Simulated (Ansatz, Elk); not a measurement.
**Bonding as seen by X-rays: Be3TlN**

The structure of Be3TlN used here is made up (a known structure type with other elements) and was relaxed beforehand with PBE. The aim is the Fourier transform of its all-electron density, F(hkl), set beside the sum over free spherical atoms that refinements use.

Method: DFT, PBE, all-electron APW+lo, Dirac cores, scalar-relativistic bands, static density, no spin, in Elk 11.2.3 (patched build).

The structure was built from a prototype and need not be the compound's stable phase.

## Step 1: Starting point

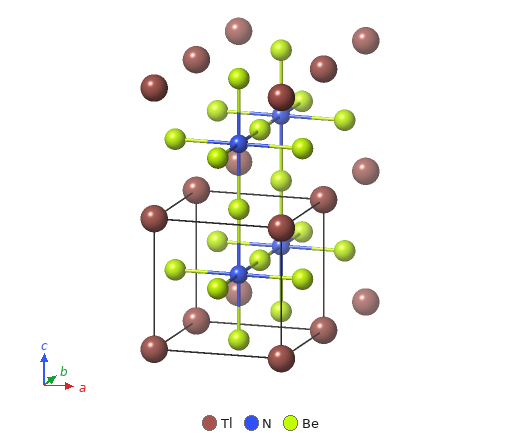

The starting structure, seen slightly off an axis (thallium brown, nitrogen blue, beryllium green). 1×2×2 cells are drawn. Some periodic images of atoms are drawn too.

## Step 2: Ground state and structure factors

An all-electron density is needed, since X-rays see the cores too. Task 0 finds the density and task 195 Fourier-transforms it; tshift is off so that phases refer to the origin typed.

elk.in reads:

```
tasks
  0
  195

xctype
  20

spinpol
  .false.

rgkmax
  7.0

gmaxvr
  14.0

lmaxo
  7

lmaxapw
  8

swidth
  0.002

tshift
  .false.

ramdisk
  .false.

hmaxvr
  5.5

maxscl
  120

epspot
  1e-06

sppath
  './'

avec
  7.14111473907 0.00000000000 0.00000000000
  0.00000000000 7.14111473907 0.00000000000
  0.00000000000 0.00000000000 7.14111473907

atoms
  3
  'Tl.in'
  1
  0.0000000000 -0.0000000000 -0.0000000000   0.000000 0.000000 0.000000
  'N.in'
  1
  0.5000000000 0.5000000000 0.5000000000   0.000000 0.000000 0.000000
  'Be.in'
  3
  0.5000000000 0.0000000000 0.5000000000   0.000000 0.000000 0.000000
  0.5000000000 0.5000000000 0.0000000000   0.000000 0.000000 0.000000
  -0.0000000000 0.5000000000 0.5000000000   0.000000 0.000000 0.000000

ngridk
  6 6 6
```

Started as:

```bash
$ OMP_NUM_THREADS=4 elk
```

Numbers of over 12 decimals in the logs are rounded to 6 here.

Output:

```text
┌─────────────────────────┐
│ Elk code version 11.2.3 │
└─────────────────────────┘

All units are atomic (Hartree, Bohr, etc.)

┌─────────────────────────────────────────────────┐
│ Ground-state run starting from atomic densities │
└─────────────────────────────────────────────────┘

Lattice vectors :
   7.141114739       0.000000000       0.000000000
   0.000000000       7.141114739       0.000000000
   0.000000000       0.000000000       7.141114739

Reciprocal lattice vectors :
  0.8798605731       0.000000000       0.000000000
   0.000000000      0.8798605731       0.000000000
   0.000000000       0.000000000      0.8798605731

Unit cell volume      :    364.1648575
Brillouin zone volume :   0.6811481348

Muffin-tin inner radius fraction :   0.1000000000E-01

Nuclei treated as point charges

Species : 1 (Tl)
 parameters loaded from : Tl.in
 name : thallium
 nuclear charge    :   -81.00000000
 electronic charge :    81.00000000
 atomic mass :    372567.9643
 muffin-tin radius :    2.800000000
 number of radial points in muffin-tin :   1393
 inner part over the whole radius :   0.9893942913E-02
 number on inner part of muffin-tin    :   1000
 approximate nuclear radius :   0.1043008296E-03
 number of mesh points to nuclear radius :    525
 atomic positions (lattice), magnetic fields (Cartesian) :
  1 :   0.00000000  0.00000000  0.00000000    0.00000000  0.00000000  0.00000000

Species : 2 (N)
 parameters loaded from : N.in
 name : nitrogen
 nuclear charge    :   -7.000000000
 electronic charge :    7.000000000
 atomic mass :    25532.65216
 muffin-tin radius :    1.760278685
 number of radial points in muffin-tin :    593
 inner part over the whole radius :   0.9989088951E-02
 number on inner part of muffin-tin    :    407
 approximate nuclear radius :   0.4939692610E-04
 number of mesh points to nuclear radius :    170
 atomic positions (lattice), magnetic fields (Cartesian) :
  1 :   0.50000000  0.50000000  0.50000000    0.00000000  0.00000000  0.00000000

Species : 3 (Be)
 parameters loaded from : Be.in
 name : beryllium
 nuclear charge    :   -4.000000000
 electronic charge :    4.000000000
 atomic mass :    16428.20280
 muffin-tin radius :    1.760278685
 number of radial points in muffin-tin :    593
 inner part over the whole radius :   0.9897054457E-02
 number on inner part of muffin-tin    :    403
 approximate nuclear radius :   0.4290726161E-04
 number of mesh points to nuclear radius :    156
 atomic positions (lattice), magnetic fields (Cartesian) :
  1 :   0.50000000  0.00000000  0.50000000    0.00000000  0.00000000  0.00000000
  2 :   0.50000000  0.50000000  0.00000000    0.00000000  0.00000000  0.00000000
  3 :   0.00000000  0.50000000  0.50000000    0.00000000  0.00000000  0.00000000

Total number of atoms per unit cell :    5
Total muffin-tin volume :    183.3411050
 ratio of muffin-tin to unit cell volume :   0.5034563363

Spin treatment :
 spin-unpolarised

Number of Bravais lattice symmetries :   48
Number of crystal symmetries         :   48
Crystal has inversion symmetry
Real symmetric eigensolver will be used

k-point grid :      6     6     6
k-point offset :    0.000000000       0.000000000       0.000000000
k-point set is reduced with full crystal symmetry group
Total number of k-points :       20

Muffin-tin radius times maximum |G+k| :    7.000000000
 using average radius
Maximum |G+k| for APW functions       :    3.556507665
Maximum (1/2)|G+k|²                   :    6.324373385
Maximum |G| for potential and density :    14.00000000
Constant for pseudocharge density :   10
 order of it for each species :   17  17  17
 order of it for pair densities of each species (exact exchange by exxq0 0: 18) :   17   7   7
Radial integration step length :    1

G-vector grid sizes :     32    32    32
Number of G-vectors :    16879

Maximum angular momentum used for
 APW functions            :    8
 outer part of muffin-tin :    7
 inner part of muffin-tin :    2

Total nuclear charge    :   -100.0000000
[...]
exchange                    :     -391.87247523313
 correlation                 :     -5.638777
 electron entropic           :    -0.41613209306291E-03
 total energy                :     -20390.760837990

Density of states at Fermi energy :    30.35753207
 (states/Hartree/unit cell)

Estimated indirect band gap :   0.4503518497E-02
 from k-point 11 to k-point 5
Estimated direct band gap   :   0.1989169429E-01
 at k-point 5

Charges :
 core                        :    70.00000000
 valence                     :    30.00000000
 interstitial                :    5.216876655
 muffin-tins (core leakage)
  species : 1 (Tl)
   atom 1                    :    79.70781831     (  0.4103490837E-04)
  species : 2 (N)
[...]
species : 3 (Be)
[...]
total in muffin-tins        :    94.78312334
 total calculated charge     :    99.99502365
 total charge                :    100.0000000
 error                       :   0.4976353429E-02

RMS change in Kohn-Sham potential (target) :    6.253320193     (  0.1000000000E-05)
Absolute change in total energy (target)   :    2.785234884     (  0.1000000000E-03)

[... loops 3 to 15 left out ...]

┌──────────────────┐
│ Loop number : 16 │
└──────────────────┘

Energies :
 Fermi                       :     0.313319
 sum of occupied eigenvalues :     -12567.494123308
 electron kinetic            :      23613.631981684
 core electron kinetic       :      23369.144161367
 Coulomb                     :     -43603.630540066
 Coulomb potential           :     -35661.140430818
 nuclear-nuclear             :     -1470.6795315627
 electron-nuclear            :     -48626.233784863
 Hartree                     :      6493.2827763589
 Madelung                    :     -25773.060324658
 xc potential                :     -519.98567417466
 exchange                    :     -391.92735780010
 correlation                 :     -5.652478
 electron entropic           :    -0.47292439165734E-03
 total energy                :     -20387.578866781

Density of states at Fermi energy :    36.95531120
 (states/Hartree/unit cell)

Estimated indirect band gap :   0.2970797521E-02
 from k-point 2 to k-point 4
Estimated direct band gap   :   0.2827722736E-01
 at k-point 7

Charges :
 core                        :    70.00000000
 valence                     :    30.00000000
 interstitial                :    5.385803995
 muffin-tins (core leakage)
  species : 1 (Tl)
[...]
species : 2 (N)
[...]
species : 3 (Be)
[...]
total in muffin-tins        :    94.61419601
 total calculated charge     :    99.99527074
 total charge                :    100.0000000
 error                       :   0.4729264151E-02

RMS change in Kohn-Sham potential (target) :   0.5892225411E-06 (  0.1000000000E-05)
Absolute change in total energy (target)   :   0.2353809396E-04 (  0.1000000000E-03)

Convergence targets achieved

┌──────────────────┐
│ Loop number : 17 │
└──────────────────┘

Energies :
 Fermi                       :     0.313319
 sum of occupied eigenvalues :     -12567.494122125
 electron kinetic            :      23613.631983026
 core electron kinetic       :      23369.144162119
 Coulomb                     :     -43603.630540263
 Coulomb potential           :     -35661.140432622
 nuclear-nuclear             :     -1470.6795315627
 electron-nuclear            :     -48626.233783438
 Hartree                     :      6493.2827747374
 Madelung                    :     -25773.060323952
 xc potential                :     -519.98567252831
 exchange                    :     -391.92735784092
 correlation                 :     -5.652478
 electron entropic           :    -0.47292437132056E-03
 total energy                :     -20387.578865674

Density of states at Fermi energy :    36.95530945
 (states/Hartree/unit cell)

Estimated indirect band gap :   0.2970798001E-02
 from k-point 2 to k-point 4
Estimated direct band gap   :   0.2827722837E-01
 at k-point 7

Charges :
 core                        :    70.00000000
 valence                     :    30.00000000
 interstitial                :    5.385803930
 muffin-tins (core leakage)
  species : 1 (Tl)
[...]
species : 2 (N)
[...]
species : 3 (Be)
   atom 1                    :    2.661134414     (  0.1360242309E-02)
   atom 2                    :    2.661134414     (  0.1360242309E-02)
   atom 3                    :    2.661134414     (  0.1360242309E-02)
 total in muffin-tins        :    94.61419607
 total calculated charge     :    99.99527074
 total charge                :    100.0000000
 error                       :   0.4729263966E-02

┌──────────────────────────────┐
│ Self-consistent loop stopped │
└──────────────────────────────┘

Warning : core states of species 3 leak from the muffin-tin :   0.1360242309E-02

Wrote STATE.OUT
```

Wall time 17 s (4 threads of Arm Neoverse V1, shared host); peak memory 0.16 GiB.

SFACRHO.OUT:

```text

h k l indices transformed by vhmat matrix:
   1.000000000       0.000000000       0.000000000    
   0.000000000       1.000000000       0.000000000    
   0.000000000       0.000000000       1.000000000    

      h      k      l  multipl.   |H|            Re(F)            Im(F)           |F|

      0      0      0      1   0.0000000       100.00000      0.41206228E-18   100.00000    
     -1      0      0      6  0.87986057       65.613632     -0.47061188E-14   65.613632    
      1     -1      0     12   1.2443108       72.623651      0.55043811E-15   72.623651    
     -1     -1     -1      8   1.5239632       67.671406     -0.14104704E-14   67.671406    
      0      0     -2      6   1.7597211       72.655241      0.79139028E-14   72.655241    
     -1     -2      0     24   1.9674281       56.183123     -0.94644007E-14   56.183123    
      1     -2      1     24   2.1552094       60.434581     -0.32869120E-14   60.434581    
      0      2     -2     12   2.4886215       62.949160     -0.11824638E-14   62.949160    
      0     -3      0      6   2.6395817       50.289753     -0.12165820E-13   50.289753    
     -1      2     -2     24   2.6395817       50.403118     -0.31521572E-14   50.403118    
      3      1      0     24   2.7823634       53.744655     -0.48264200E-14   53.744655    
      1     -3      1     24   2.9181674       53.908327      0.10414194E-14   53.908327    
     -2      2      2      8   3.0479264       56.901890     -0.56483360E-14   56.901890    
     -3      2      0     24   3.1723824       46.109544     -0.49648800E-14   46.109544    
     -3      1      2     48   3.2921368       49.131534      0.29605365E-14   49.131534    
      0     -4      0      6   3.5194423       52.557079      0.10218282E-13   52.557079    
      2     -2     -3     24   3.6277581       42.887688     -0.67789113E-14   42.887688    
      4     -1      0     24   3.6277581       42.876204     -0.23976685E-14   42.876204
```

Elk indexes on the primitive cell of elk.in and gives |H| = 4π sin θ/λ in inverse bohr. Below, one row stands for each form hkl of the conventional cell (m members, Friedel mates merged), F is for one primitive cell and the density is static (no thermal factor). Free-atom factors are Waasmaier and Kirfel's, and R is Σm||F|−|F'||/Σm|F|.

| hkl | m | sin θ/λ (Å⁻¹) | abs F, DFT | neutral atoms | diff. |
| --- | --- | --- | --- | --- | --- |
| 100 | 6 | 0.132 | 65.614 | 65.987 | -0.373 |
| 110 | 12 | 0.187 | 72.624 | 72.509 | +0.115 |
| 111 | 8 | 0.229 | 67.671 | 68.079 | -0.407 |
| 200 | 6 | 0.265 | 72.655 | 72.632 | +0.023 |
| 210 | 24 | 0.296 | 56.183 | 56.309 | -0.126 |
| 211 | 24 | 0.324 | 60.435 | 60.538 | -0.103 |
| 220 | 12 | 0.374 | 62.949 | 62.996 | -0.047 |
| 300 | 6 | 0.397 | 50.290 | 50.331 | -0.041 |
| 221 | 24 | 0.397 | 50.403 | 50.331 | +0.073 |
| 310 | 24 | 0.418 | 53.745 | 53.725 | +0.020 |
| 311 | 24 | 0.439 | 53.908 | 53.892 | +0.016 |
| 222 | 8 | 0.458 | 56.902 | 56.941 | -0.039 |
| 320 | 24 | 0.477 | 46.109 | 46.095 | +0.015 |
| 321 | 48 | 0.495 | 49.132 | 49.118 | +0.014 |
| 400 | 6 | 0.529 | 52.557 | 52.548 | +0.009 |
| 322 | 24 | 0.545 | 42.888 | 42.867 | +0.020 |
| 410 | 24 | 0.545 | 42.876 | 42.867 | +0.009 |
| 411 | 24 | 0.561 | 45.748 | 45.712 | +0.036 |

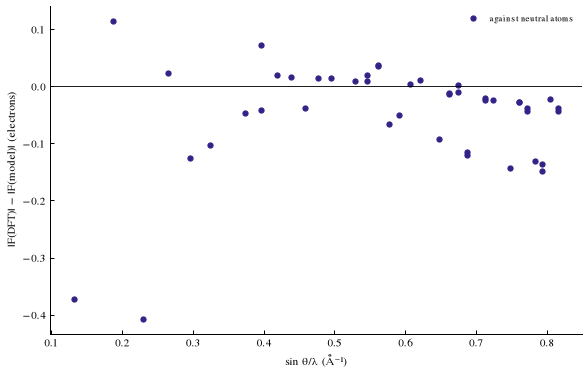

Difference between the calculated structure factors and the independent-atom ones.

## Step 3: The highest occupied states alone

An energy window below the Fermi level keeps the highest occupied states, to see at which angles they scatter; shallow core shells can lie inside it and anion s states outside. No new self-consistency is needed.

elk.in: that of step 2 with these lines changed.

```diff
@@ -1,3 +1,2 @@
 tasks
-  0
   195
@@ -40,2 +39,5 @@
 
+wsfac
+  -0.237920 0.613320
+
 sppath
```

Started as:

```bash
$ OMP_NUM_THREADS=4 elk
```

Output:

```text
┌─────────────────────────────────┐
│ Elk code version 11.2.3 started │
└─────────────────────────────────┘

Info(readinput): the functional depends on the density's gradient
 muffin-tin radial points multiplied by    2.00000
 (not where nrmtscf is given)

┌────────────────────┐
│ Current task : 195 │
└────────────────────┘
Info(checkmt): changed muffin-tin radius of species 2 (N) from   1.8000 to   1.7603
Info(checkmt): changed muffin-tin radius of species 3 (Be) from   1.8000 to   1.7603

Info(sfacrho): density structure factors written to SFACRHO.OUT

 Energy window :  -0.2379200000      0.6133200000

┌──────────────────┐
│ Elk code stopped │
└──────────────────┘
```

Run time: 6.4 s. Hardware: 4 threads; peak memory 0.16 GiB; 8.4 s of CPU time.

States within 15 eV below the Fermi level hold 22.00 electrons; any levels below the window count with the cores. Their amplitudes can exceed the total, where window and core parts have opposite phase:

| hkl | sin θ/λ (Å⁻¹) | abs F, window | abs F, all |
| --- | --- | --- | --- |
| 100 | 0.132 | 4.894 | 65.614 |
| 110 | 0.187 | 7.603 | 72.624 |
| 111 | 0.229 | 2.563 | 67.671 |
| 200 | 0.265 | 4.323 | 72.655 |
| 210 | 0.296 | 1.172 | 56.183 |
| 211 | 0.324 | 2.360 | 60.435 |
| 220 | 0.374 | 1.214 | 62.949 |
| 300 | 0.397 | 0.076 | 50.290 |
| 221 | 0.397 | 0.152 | 50.403 |
| 310 | 0.418 | 0.693 | 53.745 |

(Continued in part 2 of 2.)

[Logs are printed without paths, hosts, clocks, repeated set-up lines and the standing remarks that a program may print on its own settings, such as how far it seeks lower states.]

[Hosts, paths, dates, database ids (printed as entryN), source tags and the programs' standing remarks are cut or masked in the printed files.]
